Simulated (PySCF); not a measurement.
## Run report: Hg$_{2}$H$_{4}$, single-point calculation

The run: single-point calculation of Hg$_{2}$H$_{4}$ (Hg2(H)2(H)2). Method and program: RKS TPSS, Hg def2-SVP with ECP60, H def2-SVP; non-relativistic Hamiltonian with a scalar-relativistic core potential; density fitting (PySCF 2.14.0).

It belongs to a series of runs on one base structure; here: finer grid at the relaxed geometry.

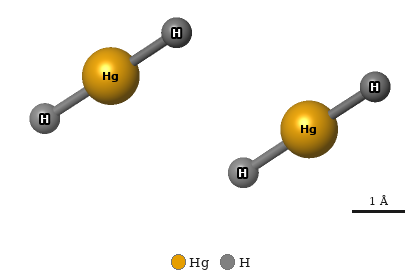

The structure (ball-and-stick view, seen at a tilt). Sticks mark near contacts. Bond lengths as drawn: H–Hg 1.66 to 1.67 Å.

**Key numbers**

```csv
quantity,value
outcome,converged
total energy,−309.218362 hartree
HOMO,−7.05 eV
LUMO,−1.38 eV
largest force (length of the vector),0.003 eV/Å
dipole moment,0.00 D
hardware,"2 threads of Arm Neoverse V1, 24 GiB of memory available, shared host"
wall time,12 s (CPU time 25 s)
peak memory,1 GiB
```

**Input**
```python
mol = gto.M(atom='''
Hg    -0.61431     0.00000     1.90793
Hg     0.61431    -0.00000    -1.90793
H      1.55960    -0.00000    -0.53085
H     -1.55960     0.00000     0.53085
H      0.31221     0.00000     3.28687
H     -0.31221    -0.00000    -3.28687''',
    basis={'Hg': 'def2-SVP', 'H': 'def2-SVP'},
    ecp={'Hg': 'def2-SVP'},
    charge=0, spin=0)
mf = dft.RKS(mol, xc='TPSS')
mf.grids.atom_grid = (75, 302)  # f atoms: at least (60, 302), unpruned
mf = mf.density_fit()  # Hg def2-universal-JKFIT, H def2-universal-JKFIT
mf.conv_tol = 1e-09; mf.max_cycle = 55
mf.kernel(dm0)
```

The script is an equivalent of the set-up of the self-consistent field. The run itself was carried out by a driver, which started from the orbitals of the step before it where there was one and computed the further properties.

Launched with:
```bash
OMP_NUM_THREADS=2 python <driver script>
```

**What the program printed**
```
init E= -309.218361120192
  HOMO = -0.259031889496939  LUMO = -0.0505736382218882  gap/eV = 5.67244
cycle= 1 E= -309.218361550199  delta_E= -4.3e-07  |g|= 0.000166  |ddm|= 0.00382
  HOMO = -0.259023952396194  LUMO = -0.050587535446519  gap/eV = 5.67184
cycle= 2 E= -309.218361546686  delta_E= 3.51e-09  |g|= 0.00021  |ddm|= 0.000534
  HOMO = -0.259022515162906  LUMO = -0.0505811492438746  gap/eV = 5.67198
cycle= 3 E= -309.218361556689  delta_E= -1e-08  |g|= 1.42e-05  |ddm|= 0.000289
  HOMO = -0.259025399093542  LUMO = -0.0505817456787015  gap/eV = 5.67204
cycle= 4 E= -309.218361556741  delta_E= -5.22e-11  |g|= 3.89e-06  |ddm|= 2e-05
  HOMO = -0.25902509333244  LUMO = -0.0505817215949922  gap/eV = 5.67203
Extra cycle  E= -309.218361556735  delta_E= 5.63e-12  |g|= 5.35e-06  |ddm|= 9.33e-06
converged SCF energy = -309.218361556735
```

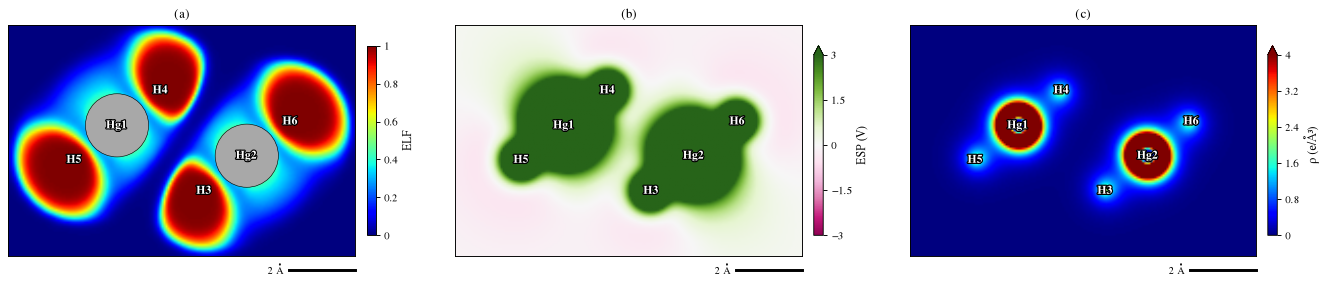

(a) ELF; (b) molecular electrostatic potential; (c) total electron density on the molecular plane. Grey discs, where drawn, cover atomic cores. The section cuts through Hg and H sites. Hg–H (1.66 Å): ρ is about 1.8 e/Å³ halfway, with its minimum of 0.91 e/Å³ about 1.1 Å from Hg; the ELF climbs to about 1 towards the hydrogen, as it does in any bond to H.

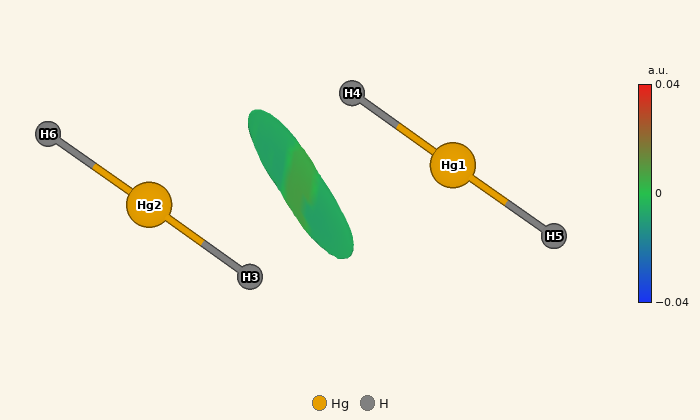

Non-covalent interaction (NCI) plot: the surface where the reduced density gradient is 0.6, for densities under 0.05 a.u., coloured by sign(λ₂)ρ; seen at an oblique angle. Between Hg1 on one side and Hg2 on the other: a weak, van der Waals-like contact (green).

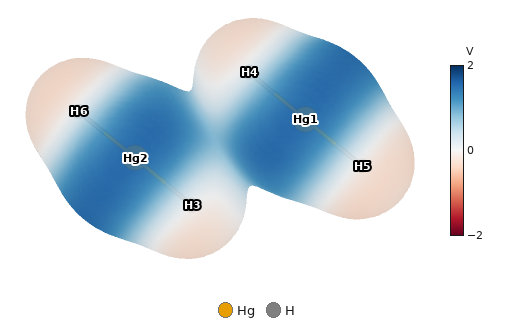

The electrostatic potential painted on the density surface at 0.004 e/bohr³, seen at a tilt; red is negative and blue positive. Its dipole moment is zero.

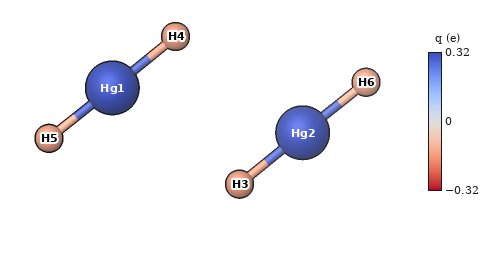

Mulliken charges, as the colour of each atom (ball-and-stick view, seen on its broad side; atoms are numbered from 1 in the order of the input; Mulliken charges depend strongly on the basis). By element: Hg +0.30 and H −0.16 to −0.14 e.
